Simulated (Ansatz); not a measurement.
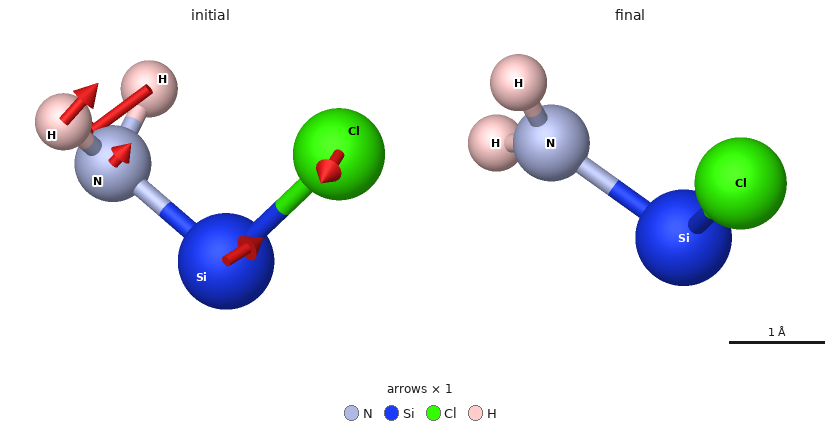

The structure of SiNH$_{2}$Cl before (left) and after (right) a relaxation, at one scale. The red arrows give the displacements, at their true length.

Style: ball-and-stick. Shown at a tilt.

The run prepares an end point of a later path (inversion) calculation, from a guessed geometry.

Method: RKS r2SCAN-D4/6-31G* in Ansatz.

The input:
```yaml
crystal:
  periodic: [false, false, false]
  atoms:
    - { symbol: "N", position_ang: [0.0248, 0.8338, -0.1203] }
    - { symbol: Si, position_ang: [0.4143, -0.2076, 1.1048] }
    - { symbol: Cl, position_ang: [0.0262, -2.079, 0.3588] }
    - { symbol: H, position_ang: [-0.9226, 0.7276, -0.3919] }
    - { symbol: H, position_ang: [0.5071, 0.6516, -0.9928] }
basis:
  gaussian: { orbitals: "6-31G*" }
hamiltonian:
  xc: r2scan
  dispersion: d4
relax:
  f_tol: 0.015
  max_steps: 40
output:
  orbitals: {}
```

Command:
```bash
ansatz run input.yaml --threads 1 --pin off --max-ram 2048MiB --backend cpu --events-out ev --progress --plain --runs-dir out
```

### Summarise the run.

H4 moves most after the best rigid fit: 0.99 Å. Largest moves by element: H 0.99 Å, Si 0.56 Å, Cl 0.55 Å, N 0.31 Å. Near-neighbour distances that change, for instance: Si2–Cl3 2.052 → 2.126 Å, N1–Si2 1.654 → 1.716 Å, N1–H4 0.991 → 1.015 Å. Among the angles between lasting bonds that change: Si2–N1–H5 114.3° → 126.5°, H4–N1–H5 101.5° → 112.6°, Si2–N1–H4 111.1° → 120.9°. Over 10 geometry steps the energy falls by 26.0 kcal/mol. The largest force component goes from 3.1 to 0.0068 eV/Å.
